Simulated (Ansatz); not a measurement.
# AlFH4O: what the fields show

```tsv
atom	x (Å)	y (Å)	z (Å)
Al	0.0284	0.4250	-0.0944
O	-0.0114	0.0892	1.8876
H	-0.8331	-0.3266	2.1819
H	1.3759	-0.2306	-0.6102
H	-1.4055	-0.1673	-0.4643
F	0.0902	2.0852	0.2058
H	-0.0055	0.9836	2.2644
```

These are results of RKS PBE0-D4/def2-mTZVP (Ansatz), not measurements.

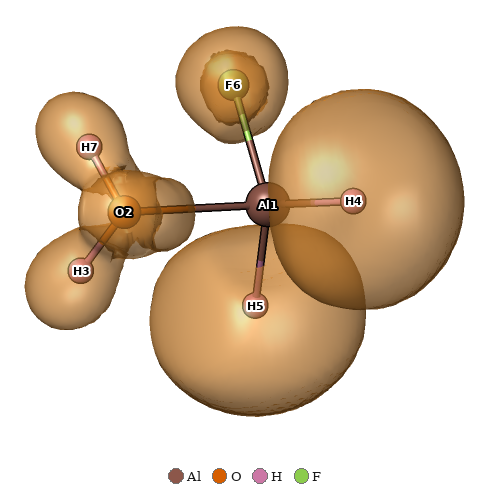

Figure 1. Isosurface of the electron localisation function at 0.8 (orange), seen at a tilt. Core shells and regions of very low density are left out.

Question: Where are the electrons localised?

Answer: At this value the surface marks out two regions around hydrogen nuclei, one region wrapped around F (its valence shell) and one joined region spread over several atoms (H, O), in which their bonds and any lone pairs are merged. Profiles from the grid: Al–F (1.69 Å): the ELF peaks at about 0.85 in the valence shell of F, 0.6 Å from its nucleus, and is about 0.35 at the midpoint. Al–O (2.01 Å): the ELF peaks at about 0.90 in the valence shell of O, 0.7 Å from its nucleus, and is about 0.50 at the midpoint.

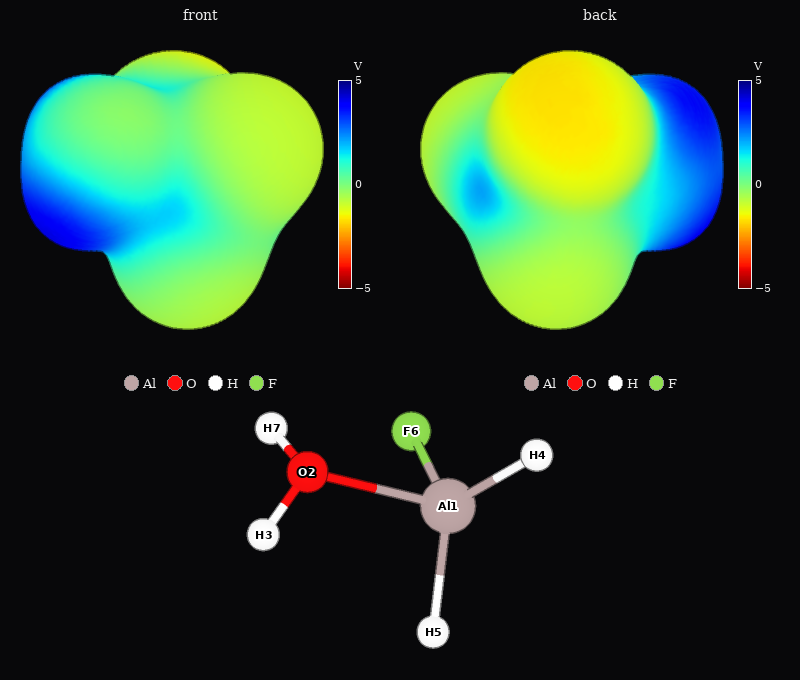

Figure 2. The molecular electrostatic potential painted on the density surface at 0.002 e/bohr³, seen from the front and from behind; red is negative and blue positive. The bare structure is drawn below in the same view.

Question: Where is the surface potential most negative and most positive?

Answer: The most negative region (about −1.7 V, or −39 kcal/mol for a unit charge) lies over F6, the most positive (about +4.0 V, or +92 kcal/mol for a unit charge) over H3.

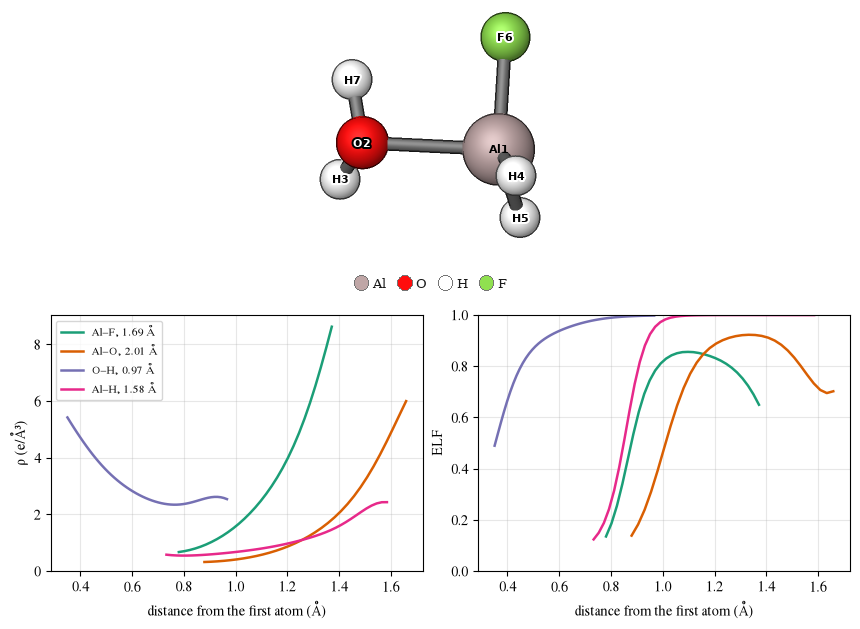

Figure 3. Total electron density and electron localisation function along straight lines between neighbouring atoms. The curves leave out the atomic cores. The structure is drawn too.

Question: Compare the contacts.

Answer: Al–F (1.69 Å): ρ at the midpoint is about 0.8 e/Å³; the ELF peaks at about 0.85 in the valence shell of F, 0.6 Å from its nucleus, and is about 0.35 at the midpoint.
Al–O (2.01 Å): ρ is about 0.42 e/Å³ halfway; the ELF peaks at about 0.90 in the valence shell of O, 0.7 Å from its nucleus, and is about 0.50 at the midpoint.
O–H (0.97 Å): the density is about 3.7 e/Å³ at the midpoint; the ELF climbs to about 1 towards the hydrogen, as it does in any bond to H (a covalent bond by its length).
Al–H (1.58 Å): ρ is about 0.55 e/Å³ halfway; the ELF climbs to about 1 towards the hydrogen.

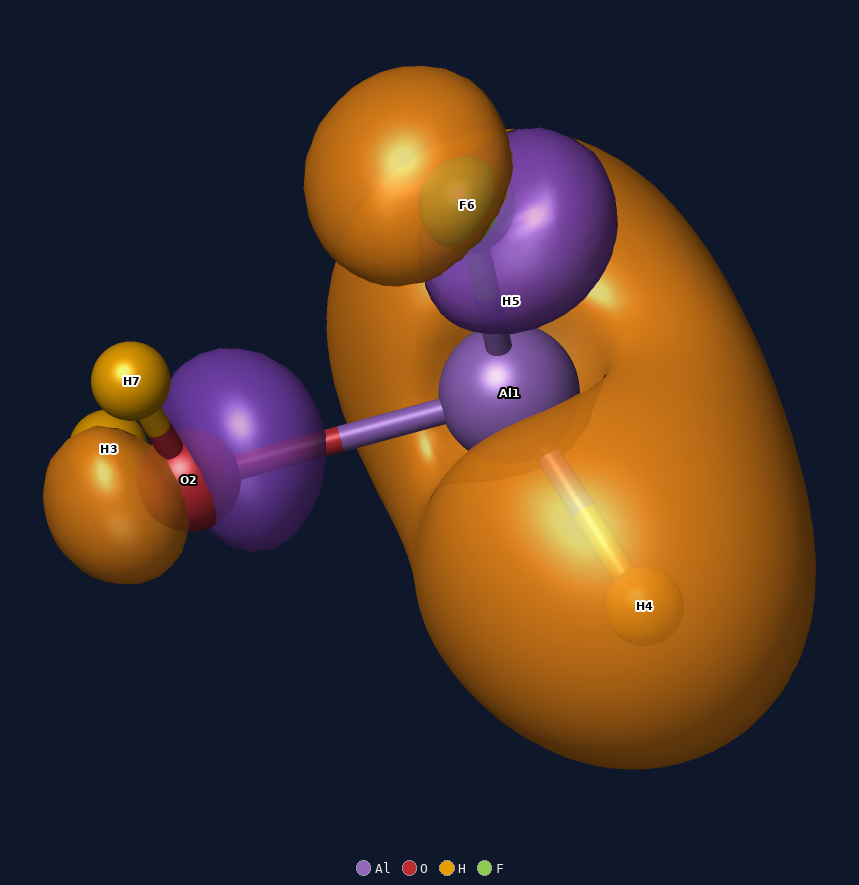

Figure 4. The HOMO−1 at ±0.1 Å⁻³ᐟ² (orange and purple are the two phases), seen from one side.

Question: Describe this orbital and give its energy.

Answer: By Hirshfeld shares it lies mainly on Al1 (about 35 %), H5 (about 20 %), H4 (about 20 %) and F6 (about 15 %). Its energy is −9.56 eV.
